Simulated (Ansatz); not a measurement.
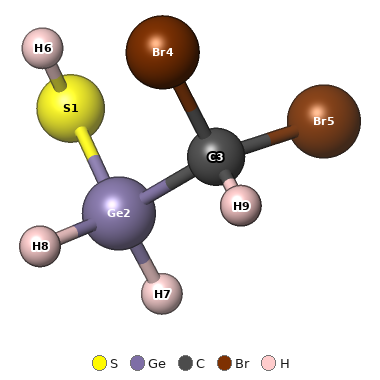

The system is CH4Br2GeS, SMILES [SH][GeH2][CH](Br)Br; the picture shows the reference structure. Coordinates scanned: (1) bond length S1–Ge2; (2) dihedral H6–S1–Ge2–C3. Nothing is relaxed (all other coordinates rigid). The grid has 9 × 10 points. Points are written as (first, second). Energies: eV, counted from the lowest grid point. The reference is spin-restricted, which grows unreliable where a bond is stretched far. Method: RKS PBE0-D4/def2-SVP (Ansatz 0.2.0).

Its coordinates:

```xyz
9

S    -0.9280   -0.1967   -2.1163
Ge    0.2034   -0.8794   -0.3442
C     0.4644    0.6540    0.8841
Br   -1.2686    1.3025    1.4700
Br    1.5257    2.0338    0.0526
H    -1.9895    0.2048   -1.3805
H     1.5701   -1.3617   -0.8492
H    -0.5484   -1.9650    0.4465
H     0.9959    0.3575    1.7972
```

Range: bond length S1–Ge2 from 1.813 to 3.316 Å; dihedral H6–S1–Ge2–C3 from −180 to 144°.

**What landscape does the calculation give?**

The lowest grid point is at (2.188 Å, −72°). The highest grid point, (3.316 Å, −180°), lies 2.66 eV above the lowest. Round the minimum the two coordinates are nearly uncoupled.

```tsv
dihedral H6–S1–Ge2–C3 ↓, bond length S1–Ge2 →	1.813	2.001	2.188	2.376	2.564	2.752	2.940	3.128	3.316
144	2.38	0.57	0.08	0.22	0.64	1.16	1.69	2.19	2.65
108	2.33	0.52	0.05	0.19	0.62	1.15	1.68	2.19	2.65
72	2.25	0.49	0.03	0.18	0.61	1.14	1.68	2.18	2.64
36	2.30	0.52	0.05	0.19	0.61	1.14	1.67	2.17	2.63
0	2.39	0.57	0.07	0.20	0.62	1.13	1.66	2.17	2.63
−36	2.24	0.48	0.01	0.17	0.60	1.12	1.66	2.16	2.63
−72	2.20	0.45	0.00	0.16	0.60	1.13	1.66	2.17	2.63
−108	2.33	0.53	0.05	0.20	0.62	1.15	1.68	2.18	2.65
−144	2.41	0.59	0.10	0.24	0.65	1.17	1.70	2.20	2.65
−180	2.39	0.59	0.11	0.24	0.66	1.17	1.70	2.20	2.66
```

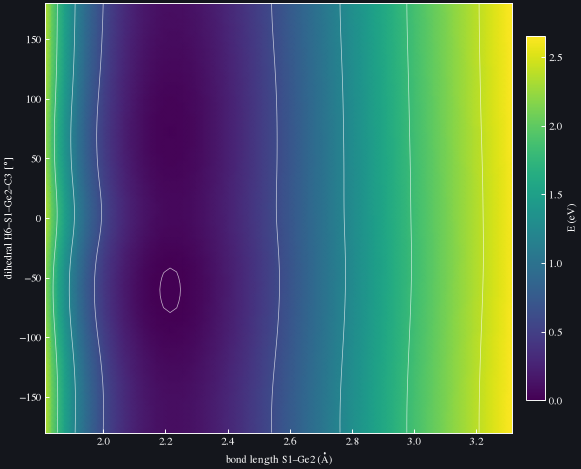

In the figure: a smooth colour map with a few white contour lines. Between grid points the surface is interpolated.

Time for the 90 points that were run: 23 min on 1 thread of Arm Neoverse V2 (shared host).
